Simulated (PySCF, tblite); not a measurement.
# C₄H₈B₂SSi: geometry, infrared bands and NMR shifts

Wanted: the infrared bands and NMR shifts of C₄H₈B₂SSi (`BSB/C([SiH3])=C\C#C`), by calculation.

Programs: tblite 0.8.0 and PySCF 2.14.0, with density-fitted response routines of our own. Each step states its level of theory. These are calculated values for one molecule in the gas phase, unless marked as measured. Atoms count from 0, in the outputs and in this text.

## 1. The molecule as given

16 atoms, charge 0, multiplicity 1; geometry from: force field or distance geometry start.

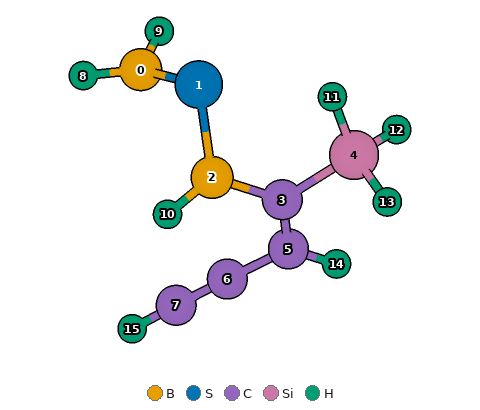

As it starts; boron amber, sulfur blue, carbon purple, silicon pink, hydrogen teal, atoms numbered.

## 2. Optimising the geometry with GFN2-xTB

Job settings and geometry (Å):

```
{"job": {"kind": "relax", "xc": "GFN2-xTB", "basis": "xTB"}, "charge": 0, "multiplicity": 1}
B      2.252200     2.112200     0.193600
S      0.486700     2.120600    -0.519700
B      0.074400     0.338000    -1.037000
C     -0.928900    -0.366600    -0.054400
Si    -2.459100     0.544000     0.377400
C     -0.654700    -1.574400     0.445600
C      0.594800    -2.161000     0.019600
C      1.639800    -2.671700    -0.343000
H      3.129800     2.173100    -0.608100
H      2.389800     2.585700     1.290800
H      0.829700    -0.302000    -1.663900
H     -2.401000     1.927500    -0.142800
H     -2.631900     0.651900     1.841900
H     -3.542800    -0.178800    -0.299100
H     -1.334300    -2.056100     1.132500
H      2.547800    -3.133500    -0.644800
```

The run is started by

```sh
$ OMP_NUM_THREADS=1 python probes_run.py task.json out
```

This one command runs all jobs of the session in turn.

Standard output:

```text
step      E/eV     max force
  0    -543.34945    1.804
  1    -543.56012    2.089
  2    -543.65412    4.739
  3    -543.85797    0.940
  4    -543.91944    0.965
  5    -543.97386    0.606
  6    -543.99982    0.483
  7    -544.03449    0.583
  8    -544.05895    0.590
  9    -544.09237    0.486
 10    -544.12553    0.558
 11    -544.16465    0.548
 12    -544.20615    0.677
 13    -544.25093    0.533
 14    -544.29559    0.565
 15    -544.33323    0.539
 16    -544.35776    0.411
 17    -544.37897    0.391
 18    -544.39953    0.416
 19    -544.41466    0.306
 20    -544.42705    0.312
 21    -544.43908    0.307
 22    -544.45485    0.315
 23    -544.46594    0.265
 24    -544.47724    0.225
 25    -544.48486    0.241
 26    -544.49224    0.241
 27    -544.50094    0.225
 28    -544.51276    0.308
 29    -544.52408    0.277
 30    -544.53302    0.239
 31    -544.53907    0.166
 32    -544.54461    0.160
 33    -544.54856    0.205
 34    -544.55583    0.211
 35    -544.56021    0.152
 36    -544.56252    0.093
 37    -544.56379    0.082
 38    -544.56513    0.093
 39    -544.56646    0.102
 40    -544.56757    0.081
 41    -544.56845    0.096
 42    -544.56926    0.092
 43    -544.57024    0.070
 44    -544.57157    0.110
 45    -544.57303    0.124
 46    -544.57448    0.109
 47    -544.57599    0.096
 48    -544.57770    0.099
 49    -544.57961    0.102
 50    -544.58142    0.113
 51    -544.58272    0.106
 52    -544.58370    0.089
 53    -544.58488    0.083
 54    -544.58631    0.105
 55    -544.58774    0.117
 56    -544.58902    0.094
 57    -544.59032    0.084
 58    -544.59189    0.101
 59    -544.59380    0.116
 60    -544.59580    0.129
 61    -544.59760    0.098
 62    -544.59899    0.084
 63    -544.60000    0.107
 64    -544.60088    0.112
 65    -544.60195    0.097
 66    -544.60350    0.124
 67    -544.60499    0.087
 68    -544.60637    0.084
 69    -544.60734    0.079
 70    -544.60856    0.093
 71    -544.61041    0.109
 72    -544.61246    0.121
 73    -544.61383    0.091
 74    -544.61445    0.062
 75    -544.61500    0.076
 76    -544.61563    0.076
 77    -544.61725    0.066
 78    -544.61781    0.086
 79    -544.61868    0.098
 80    -544.61939    0.075
 81    -544.62009    0.046
 82    -544.62049    0.046
 83    -544.62078    0.047
 84    -544.62119    0.048
 85    -544.62192    0.058
 86    -544.62292    0.066
 87    -544.62389    0.091
 88    -544.62455    0.069
 89    -544.62514    0.064
 90    -544.62582    0.054
 91    -544.62667    0.066
 92    -544.62757    0.071
 93    -544.62845    0.083
 94    -544.62946    0.097
 95    -544.63051    0.071
 96    -544.63134    0.066
 97    -544.63185    0.058
 98    -544.63227    0.048
 99    -544.63291    0.055
100    -544.63380    0.068
101    -544.63458    0.064
102    -544.63499    0.045
103    -544.63527    0.032
104    -544.63548    0.042
105    -544.63575    0.063
106    -544.63599    0.146
107    -544.63626    0.044
108    -544.63639    0.022
109    -544.63642    0.018
110    -544.63649    0.022
111    -544.63658    0.034
112    -544.63673    0.038
113    -544.63690    0.039
114    -544.63708    0.037
115    -544.63725    0.038
116    -544.63745    0.038
117    -544.63771    0.039
118    -544.63798    0.033
119    -544.63820    0.028
120    -544.63839    0.034
121    -544.63862    0.037
122    -544.63887    0.040
123    -544.63915    0.046
124    -544.63945    0.032
125    -544.63967    0.047
126    -544.63979    0.032
127    -544.63985    0.018
128    -544.63988    0.012
129    -544.63990    0.017
130    -544.63996    0.035
131    -544.64006    0.048
132    -544.64021    0.053
133    -544.64039    0.042
134    -544.64056    0.035
135    -544.64073    0.037
136    -544.64094    0.049
137    -544.64120    0.068
138    -544.64153    0.072
139    -544.64189    0.054
140    -544.64220    0.040
141    -544.64243    0.054
142    -544.64263    0.043
143    -544.64290    0.045
144    -544.64325    0.053
145    -544.64360    0.052
146    -544.64383    0.032
147    -544.64395    0.031
148    -544.64403    0.024
149    -544.64413    0.019
150    -544.64420    0.018
151    -544.64426    0.016
152    -544.64430    0.016
153    -544.64434    0.016
154    -544.64438    0.016
155    -544.64442    0.015
156    -544.64446    0.016
157    -544.64450    0.021
158    -544.64459    0.025
159    -544.64473    0.031
160    -544.64490    0.038
161    -544.64505    0.027
162    -544.64515    0.030
163    -544.64523    0.031
164    -544.64536    0.037
165    -544.64550    0.043
166    -544.64561    0.029
167    -544.64567    0.014
168    -544.64571    0.012
169    -544.64573    0.011
170    -544.64575    0.010
```

Wall time 2.4 s (1 thread of Arm Neoverse N1, shared host); peak memory 0.18 GiB.

Step by step: (not every step is listed)

| step | energy from step 0 (eV) | largest force (eV/Å) |
| --- | --- | --- |
| 0 | 0.0000 | 1.8035 |
| 1 | -0.2107 | 2.0891 |
| 2 | -0.3047 | 4.7387 |
| 3 | -0.5085 | 0.9404 |
| 4 | -0.5700 | 0.9653 |
| 5 | -0.6244 | 0.6062 |
| 6 | -0.6504 | 0.4828 |
| 7 | -0.6850 | 0.5834 |
| 8 | -0.7095 | 0.5905 |
| 23 | -1.1165 | 0.2648 |
| 38 | -1.2157 | 0.0928 |
| 53 | -1.2354 | 0.0827 |
| 68 | -1.2569 | 0.0836 |
| 83 | -1.2713 | 0.0474 |
| 98 | -1.2828 | 0.0484 |
| 113 | -1.2874 | 0.0391 |
| 128 | -1.2904 | 0.0124 |
| 143 | -1.2935 | 0.0453 |
| 158 | -1.2951 | 0.0247 |
| 165 | -1.2960 | 0.0425 |
| 166 | -1.2962 | 0.0293 |
| 167 | -1.2962 | 0.0136 |
| 168 | -1.2963 | 0.0124 |
| 169 | -1.2963 | 0.0115 |
| 170 | -1.2963 | 0.0102 |

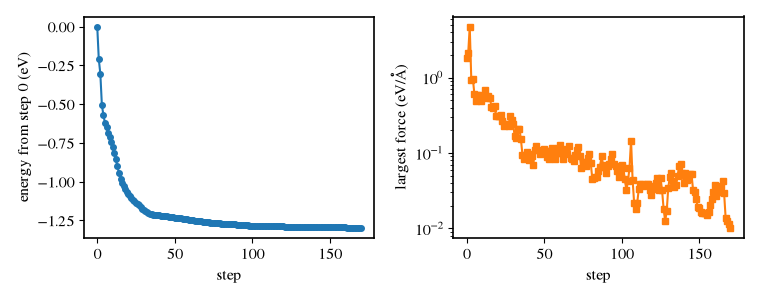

Energy and force, step by step.

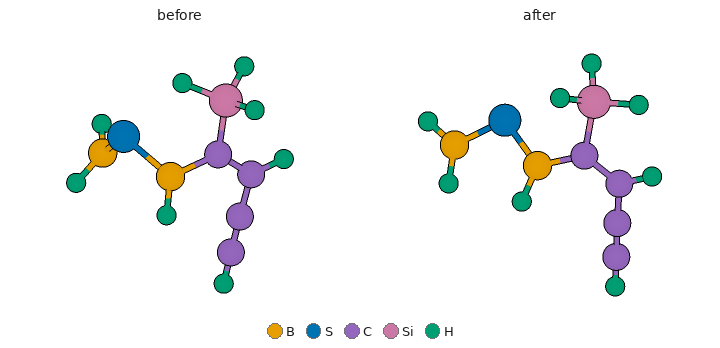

The geometry before (left) and after (right).

Close pairs (by a distance rule), those that changed most:

| bond | before (Å) | after (Å) | change (Å) |
| --- | --- | --- | --- |
| B0–S1 | 1.904 | 1.766 | -0.138 |
| S1–B2 | 1.901 | 1.805 | -0.096 |
| C3–Si4 | 1.832 | 1.896 | +0.064 |
| C5–C6 | 1.445 | 1.406 | -0.039 |
| B0–H9 | 1.203 | 1.167 | -0.036 |
| B2–C3 | 1.571 | 1.538 | -0.033 |
| B0–H8 | 1.190 | 1.168 | -0.023 |
| Si4–H12 | 1.479 | 1.462 | -0.017 |

The end geometry stands in the next job.

## 3. Vibrational analysis with GFN2-xTB

Job settings and geometry (Å):

```
{"job": {"kind": "ir", "xc": "GFN2-xTB", "basis": "xTB"}, "charge": 0, "multiplicity": 1}
B      2.255986     2.654360     0.033286
S      0.723760     2.006059     0.626529
B      0.458068     0.480030    -0.300074
C     -0.794136    -0.362655    -0.005458
Si    -2.434521     0.515494     0.359087
C     -0.767146    -1.712339     0.017049
C      0.400355    -2.477072    -0.150023
C      1.387523    -3.150303    -0.289313
H      2.862087     2.090227    -0.789840
H      2.629116     3.656982     0.500081
H      1.233001     0.183270    -1.126412
H     -2.706820     1.485150    -0.705476
H     -2.362601     1.182009     1.658246
H     -3.479044    -0.515082     0.371415
H     -1.663802    -2.294145     0.206828
H      2.250574    -3.733042    -0.417335
```

Standard output:

```text
mode    cm-1     km/mol
  1      23.2      4.10
  2      49.0      0.58
  3      77.0      0.28
  4     102.9      1.33
  5     119.7      0.58
  6     122.2      1.10
  7     205.2      0.45
  8     244.3      0.71
  9     280.1      1.07
 10     290.7      0.42
 11     349.6      3.87
 12     405.7      0.32
 13     458.6      4.03
 14     546.1     64.05
 15     558.6     49.61
 16     617.0      3.48
 17     632.3      3.39
 18     666.6     47.06
 19     704.7     47.42
 20     767.1    179.98
 21     771.9    126.10
 22     782.0    216.14
 23     793.7    127.48
 24     796.1    123.22
 25     807.5    229.52
 26     834.1     27.74
 27     848.6     40.76
 28    1017.7     24.17
 29    1037.6     85.44
 30    1101.5    180.36
 31    1168.9    100.94
 32    1288.7     38.64
 33    1570.5     95.27
 34    2227.7    309.39
 35    2232.2     41.30
 36    2245.9    280.16
 37    2278.4    231.38
 38    2625.0     57.40
 39    2649.4    124.62
 40    2697.2     91.89
 41    3000.4     35.27
 42    3391.8      4.14
```

Run time: 1.1 s. Hardware: 1 thread of Arm Neoverse N1, shared host; peak memory 0.18 GiB.

The strongest bands and the atoms that carry them (share of the mass-weighted mode):

| cm⁻¹ | km/mol | atoms |
| --- | --- | --- |
| 767 | 180.0 | H11 40 %, H12 23 %, H13 23 % |
| 782 | 216.1 | H11 30 %, H13 30 % |
| 794 | 127.5 | H9 37 %, H8 31 %, B0 27 % |
| 808 | 229.5 | H10 13 %, B2 11 %, H8 11 %, H13 11 % |
| 1102 | 180.4 | B2 34 %, C3 24 %, H14 20 % |
| 2228 | 309.4 | H13 91 % |
| 2246 | 280.2 | H11 97 % |
| 2278 | 231.4 | H12 97 % |

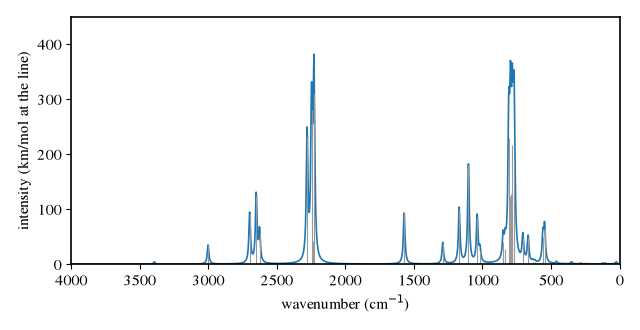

The infrared spectrum from these modes, unscaled. Lines are broadened to a width of 14 cm⁻¹ (Lorentzian).

## 4. Nuclear shieldings: PBE0/pcSseg-1

Settings changed since step 3:

```diff
@@ -1,2 +1,2 @@
-{"job": {"kind": "ir", "xc": "GFN2-xTB", "basis": "xTB"}, "charge": 0, "multiplicity": 1}
+{"job": {"kind": "nmr", "xc": "PBE0", "basis": "pcSseg-1"}, "charge": 0, "multiplicity": 1}
 B      2.255986     2.654360     0.033286
```

Method: GIAO PBE0/pcSseg-1 NMR shielding, non-relativistic, gas phase.

Standard output:

```text
coarse grid: 14728 points
cycle   1  E = -893.8827064606  dE =  8.305e-01  |g| = 3.589e-01  |ddm| = 3.863e+00
cycle   2  E = -893.8857922190  dE = -3.086e-03  |g| = 3.504e-01  |ddm| = 8.576e-01
cycle   3  E = -893.9150849933  dE = -2.929e-02  |g| = 1.051e-01  |ddm| = 4.245e-01
cycle   4  E = -893.9176888345  dE = -2.604e-03  |g| = 3.778e-02  |ddm| = 1.308e-01
cycle   5  E = -893.9181076596  dE = -4.188e-04  |g| = 8.958e-03  |ddm| = 4.905e-02
cycle   6  E = -893.9181217309  dE = -1.407e-05  |g| = 6.049e-03  |ddm| = 1.066e-02
cycle   7  E = -893.9181308254  dE = -9.094e-06  |g| = 8.533e-04  |ddm| = 5.281e-03
final grid: 133896 points
cycle   8  E = -893.9657868698  dE = -3.474e-05  |g| = 7.574e-03  |ddm| = 6.434e-02
cycle   9  E = -893.9657769406  dE =  9.929e-06  |g| = 9.580e-03  |ddm| = 1.865e-02
cycle  10  E = -893.9658011973  dE = -2.426e-05  |g| = 2.397e-03  |ddm| = 1.155e-02
cycle  11  E = -893.9658026174  dE = -1.420e-06  |g| = 4.558e-04  |ddm| = 2.002e-03
cycle  12  E = -893.9658026746  dE = -5.712e-08  |g| = 8.385e-05  |ddm| = 6.102e-04
cycle  13  E = -893.9658026761  dE = -1.540e-09  |g| = 4.044e-05  |ddm| = 1.435e-04
cycle  14  E = -893.9658026765  dE = -3.654e-10  |g| = 1.577e-05  |ddm| = 4.854e-05
converged SCF energy = -893.9658026765

GIAO shielding tensors (ppm)
atom      isotropic    diamagn.    paramagn.     s11        s22        s33       span
  0 B       23.434     195.123    -171.689    -34.162    -18.537    123.001    157.163
  1 S      318.861    1061.204    -742.343     49.790    115.754    791.040    741.250
  2 B       27.583     194.557    -166.974    -15.651     -6.595    104.994    120.645
  3 C       22.224     266.355    -244.131    -88.120    -17.110    171.902    260.022
  4 Si     413.999     880.495    -466.496    362.175    421.183    458.639     96.464
  5 C       41.131     255.638    -214.507    -67.027     41.775    148.644    215.672
  6 C       99.096     255.398    -156.302     -0.521      0.775    297.034    297.555
  7 C       85.587     260.891    -175.304     31.746     46.272    178.742    146.996
  8 H       23.952      29.874      -5.922     17.758     26.099     27.998     10.240
  9 H       24.040      29.261      -5.221     18.990     26.102     27.029      8.039
 10 H       23.734      31.959      -8.226     19.490     23.926     27.785      8.295
 11 H       27.388      28.791      -1.404     24.380     26.082     31.702      7.322
 12 H       26.934      29.076      -2.141     23.414     26.254     31.135      7.721
 13 H       27.664      28.795      -1.130     24.519     26.491     31.982      7.463
 14 H       24.742      28.814      -4.072     21.336     24.199     28.692      7.356
 15 H       28.192      35.108      -6.916     24.385     25.435     34.757     10.372
```

Run time: 78 s. Hardware: 1 thread of Arm Neoverse N1, shared host; peak memory 0.85 GiB.

The references, computed at this level on geometries of the same kind, shield at (ppm): ¹H TMS 31.72, ¹³C TMS 186.9, ²⁹Si TMS 349.2, ¹¹B BF3·OEt2 100.1, ³³S CS2 504. Their shielding less the atom's gives the shift. The references are single molecules in the gas phase. Atoms listed in one row are averaged.

| atoms | environment | σ (ppm) | δ (ppm) | δ scaled to CDCl3 |
| --- | --- | --- | --- | --- |
| C3 | fully substituted alkene carbon | 22.2 | 164.7 | 158.8 |
| C5 | alkene CH | 41.1 | 145.8 | 140.4 |
| C7 | terminal alkyne carbon | 85.6 | 101.3 | 97.0 |
| C6 | alkyne carbon | 99.1 | 87.8 | 83.8 |
| H10 | hydrogen on a boron bonded to C, S | 23.73 | 7.98 | – |
| H8, H9 | hydrogen on a boron bonded to S | 24.00 | 7.72 | – |
| H14 | hydrogen on an alkene CH | 24.74 | 6.97 | 6.68 |
| H11, H12, H13 | hydrogen on a silicon bonded to C | 27.33 | 4.39 | – |
| H15 | hydrogen on a terminal alkyne carbon | 28.19 | 3.52 | 3.43 |
| B0 | boron bonded to S, 2 H | 23.4 | 76.6 | – |
| B2 | boron bonded to C, S, H | 27.6 | 72.5 | – |
| S1 | sulfur bonded to 2 B | 319 | 185 | – |
| Si4 | silicon bonded to C, 3 H | 414.0 | -64.8 | – |

The scaled column applies a straight-line fit of computed shieldings to shifts measured in CDCl3, with any fitted terms for Cl, Br or S neighbours (root-mean-square error 0.16 ppm for H, 1.9 ppm for C).

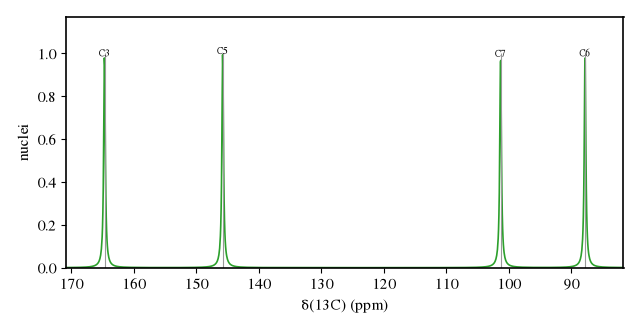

¹³C lines at the computed shifts, without couplings. Lines are broadened to a width of 0.31 ppm (Lorentzian).

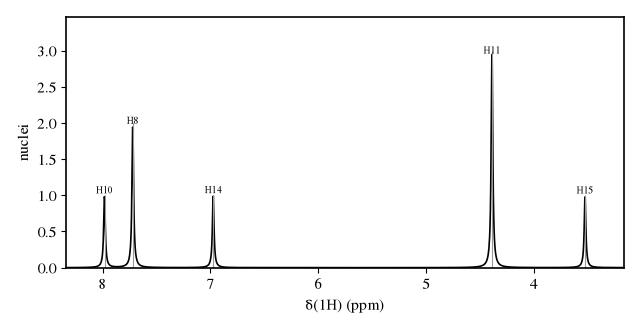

¹H lines at the computed shifts, without couplings. Lines are broadened to a width of 0.02 ppm (Lorentzian).

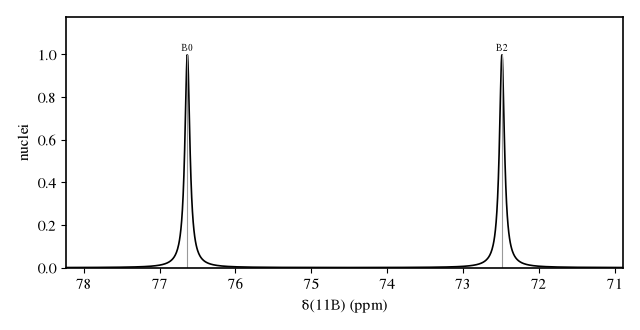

¹¹B lines at the computed shifts, without couplings. Lines are broadened to a width of 0.08 ppm (Lorentzian).

Charges from the same density, by scheme (e):

| atoms | Mulliken | IAO | Hirshfeld | ESP fit |
| --- | --- | --- | --- | --- |
| B0 | 0.07 | -0.13 | 0.10 | 0.29 |
| S1 | -0.28 | 0.12 | -0.01 | -0.29 |
| B2 | 0.39 | 0.00 | 0.11 | 0.47 |
| C3 | -0.65 | -0.37 | -0.15 | -0.38 |
| Si4 | 0.55 | 0.60 | 0.30 | 0.35 |
| C5 | -0.07 | -0.10 | -0.01 | 0.03 |
| C6 | 0.25 | -0.03 | -0.03 | -0.01 |
| C7 | -0.34 | -0.21 | -0.08 | -0.38 |

ESP fit charges:

B0 0.29; S1 -0.29; B2 0.47; C3 -0.38; Si4 0.35; C5 0.03; C6 -0.01; C7 -0.38; H8 -0.11; H9 -0.08; H10 -0.11; H11 -0.08; H12 -0.07; H13 -0.08; H14 0.14; H15 0.30

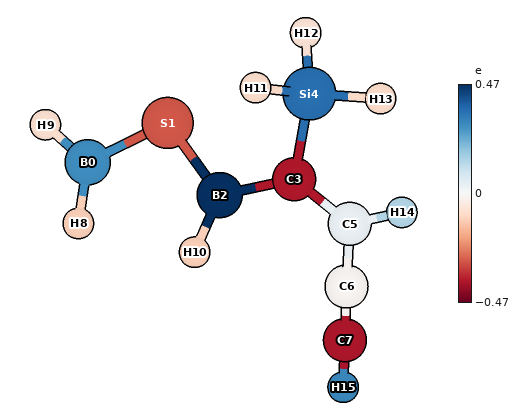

ESP fit charges, as colours on the atoms.

Mayer bond orders: B0–S1 1.22, S1–B2 1.11, B2–C3 0.98, C3–Si4 0.85, C3–C5 1.81, C5–C6 1.15, C6–C7 2.36.

Orbitals, density, ELF and potential are computed afterwards from the orbital file.

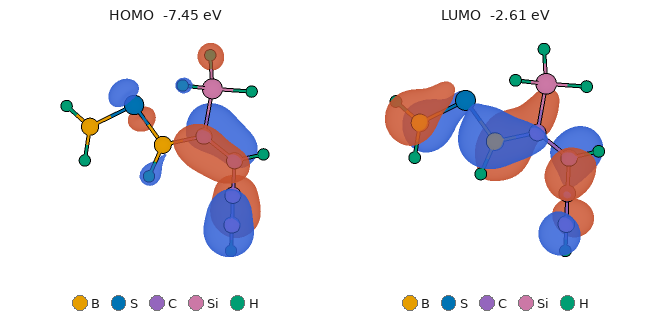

PBE0/pcSseg-1 orbitals near the gap, drawn at the value that encloses 70 % of each; the two colours are the two signs.

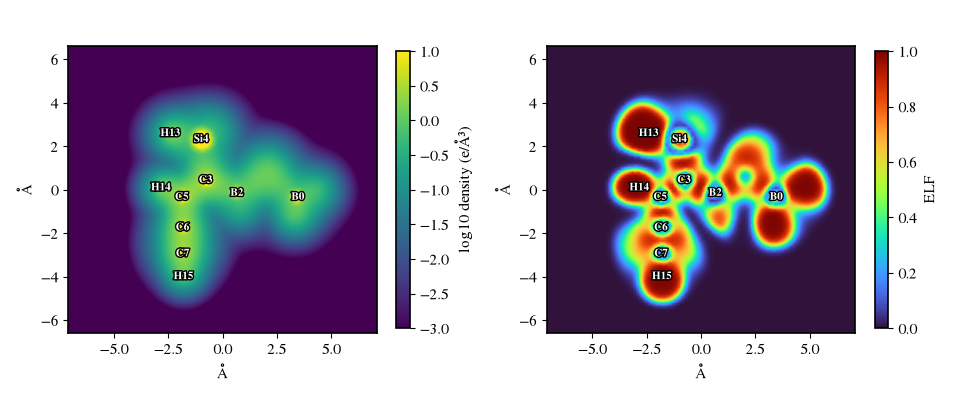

Density (left) and ELF (right) in a plane through or near 10 of the atoms.

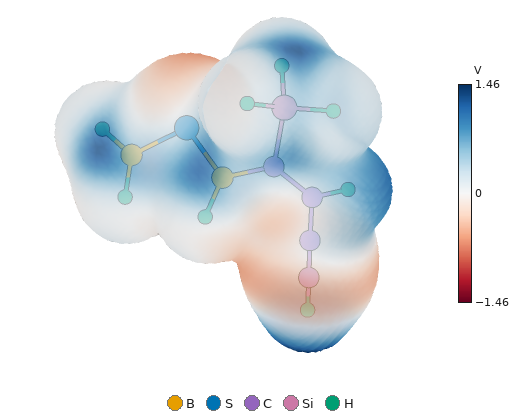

The potential that a unit positive charge feels on the 0.002 e/bohr³ surface, from -0.57 V near S1 to 1.46 V near H15.

## 5. Summary of results

| quantity | value |
| --- | --- |
| strongest single infrared mode (GFN2-xTB) | 2228 cm⁻¹, 309 km/mol |
| zero-point energy (GFN2-xTB) | 62.0 kcal/mol |
| ¹³C shifts against TMS (PBE0/pcSseg-1) | 164.7, 145.8, 101.3, 87.8 ppm |
| ¹H shifts against TMS (PBE0/pcSseg-1, means over atoms taken as alike) | 7.98, 7.72, 6.97, 4.39, 3.52 ppm |
| ¹¹B shifts against BF3·OEt2 (PBE0/pcSseg-1) | 76.6, 72.5 ppm |
| ³³S shifts against CS2 (PBE0/pcSseg-1) | 185 ppm |
| ²⁹Si shifts against TMS (PBE0/pcSseg-1) | -64.8 ppm |
| surface potential, least and greatest | -0.57 V and 1.46 V |

What this shows: Over 170 steps the energy fell by 1.296 eV; of the close pairs, B0–S1 changed most, 1.904 to 1.766 Å. No mode is imaginary among the 42: a minimum at this level. The strongest single mode, at 2228 cm⁻¹, moves mainly H13. Unscaled tight-binding wavenumbers are off by several per cent, some by more. Its intensities can rank the bands wrongly. At PBE0/pcSseg-1: The largest span, 741 ppm, is at S1, where the paramagnetic term is -742 ppm. At PBE0/pcSseg-1, counted by nearest atom on the grid, the HOMO lies on C3, C7 about 25 % each; C5, C6 about 14 % each, the LUMO on B2 26 %; C5 16 %.
